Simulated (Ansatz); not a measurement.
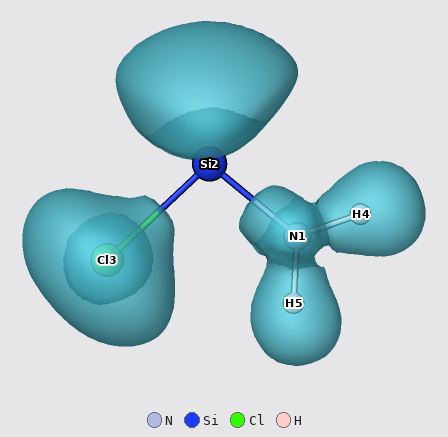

*ClH2NSi (SMILES N[Si]Cl). Isosurface of the ELF at 0.75 (cyan), seen across its widest extent. Only the valence region is drawn (cores and ρ < 0.01 e/Å³ removed).*

All numbers below come from RKS revPBE-D4/6-31G* (Ansatz).

Input

```
crystal:
  periodic: [false, false, false]
  atoms:
    - { symbol: "N", position_ang: [0.0248, 0.8338, -0.1203] }
    - { symbol: Si, position_ang: [0.4143, -0.2076, 1.1048] }
    - { symbol: Cl, position_ang: [0.0262, -2.079, 0.3588] }
    - { symbol: H, position_ang: [-0.9226, 0.7276, -0.3919] }
    - { symbol: H, position_ang: [0.5071, 0.6516, -0.9928] }
basis:
  gaussian: { orbitals: "6-31G*" }
hamiltonian:
  xc: revpbe
  dispersion: d4
relax:
  f_tol: 0.02
  max_steps: 40
scf:
  lower_state_search: "off"
output:
  orbitals: {}
```

Launched as:

```sh
ansatz run input.yaml --threads 1 --pin off --max-ram 2048MiB --backend cpu --events-out ev --progress --plain --runs-dir out
```

The fields are those of the relaxed geometry.

> What do the ELF domains correspond to?

At this value the surface marks out one region on Cl in which the atom's valence shell and bonds are merged, one lobe on Si, pointing away from the bonds (lone pairs) and one joined region spread over several atoms (H, N), in which their bonds and any lone pairs are merged. Profiles from the grid: Si–N (1.74 Å): the ELF peaks at about 0.90 between the atoms: a polar covalent bond. Si–Cl (2.15 Å): the ELF peaks at about 0.85 between the atoms; a polar covalent bond.
